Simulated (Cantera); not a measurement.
Feed: 1 mol Si, 0.078 mol N2O, a varied amount of H2, at 1875 °C and 0.0133 bar.

Cantera equilibrium calculation (NASA polynomials, part measured and part estimated; ideal gas, pure solids and liquids). Candidate condensed phases: H2O, Si, SiO2, Si2N2O, Si3N4; 35 gas species. The tables' values for SiN are old estimates; treat these amounts as uncertain. Gases not in the tables: Si2H6 and higher silanes. Rates play no part.

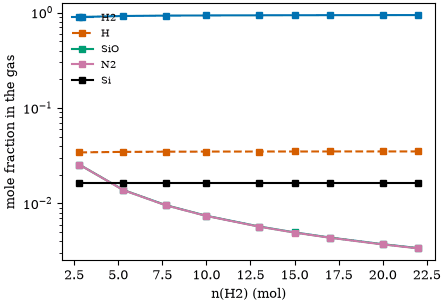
Equilibrium gas composition (values under 1e-9 drawn at 1e-9)

From 2.8 mol H2 to 22 mol H2 the condensed part is Si(l). The main Si-bearing gas is SiO at 2.8 mol H2 and Si at 22 mol H2. The share of Si in condensed phases is highest at 2.8 mol H2 (86.6 %) and lowest at 22 mol H2 (50.1 %).
